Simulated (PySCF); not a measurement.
Vertical excitations of a molecule C₂H₇BClN from TDA-PBE/def2-SVPD in PySCF, as energy in eV (oscillator strength): 6.09 (0.019), 6.38 (0.002), 6.52 (0.303), 6.79 (0.000), 7.01 (0.062), 7.11 (0.008), 7.66 (0.001), 7.68 (0.015), 7.72 (0.000), 7.89 (0.060). Lowest triplet (TDA): 4.85 eV. Geometry optimised at B3LYP-D3(BJ)/def2-SVP. One conformer was computed; it need not be the lowest.

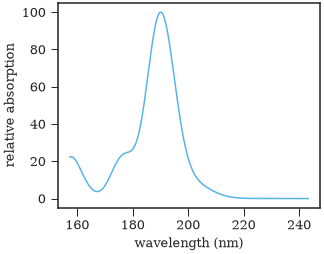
Figure: The lines broadened by 0.4 eV.

Task: Which molecule gave these data?
A) CCB(N)Cl
B) CNB(C)Cl
C) CN(C)BCl

Result: C, CN(C)BCl
